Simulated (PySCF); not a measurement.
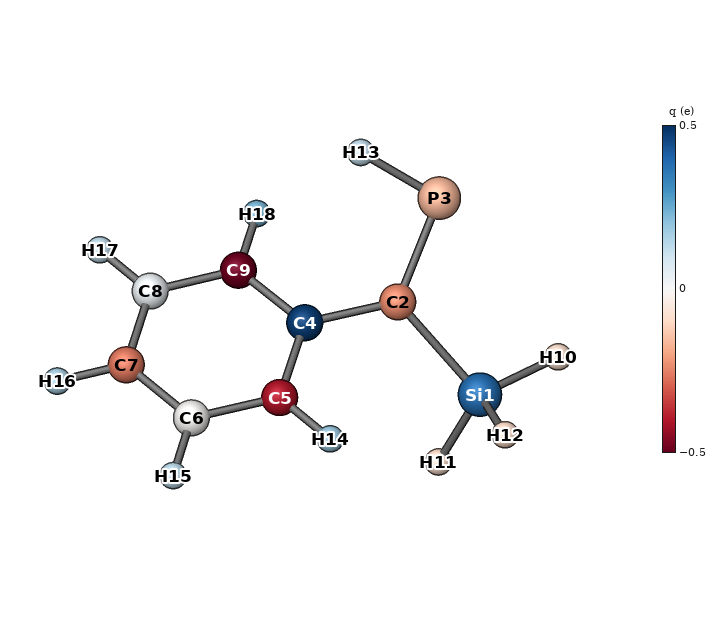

Atoms are coloured by their ESP-fitted charges. The geometry was computed by an optimisation with GFN2-xTB. No frequency run is at hand to confirm it as a minimum. Level of theory: PBE0/pcSseg-1, gas phase (PySCF 2.14.0).

**Which atom carries the highest charge (most positive or least negative)?**

C4 (0.47 e).

**And the lowest?**

C9 (−0.49 e).

Give the ESP-fitted charges atom by atom.

```csv
atom,value (e)
Si1,0.38
C2,−0.23
P3,−0.16
C4,0.47
C5,−0.40
C6,−0.01
C7,−0.26
C8,0.03
C9,−0.49
H10,−0.08
H11,−0.09
H12,−0.09
H13,0.12
H14,0.18
H15,0.13
H16,0.16
H17,0.12
H18,0.22
```

The geometry is semi-empirical. Around P, Si such bond lengths and angles can be off by a tenth of an ångström or more and by several degrees, and values that hang on the shape move with them.
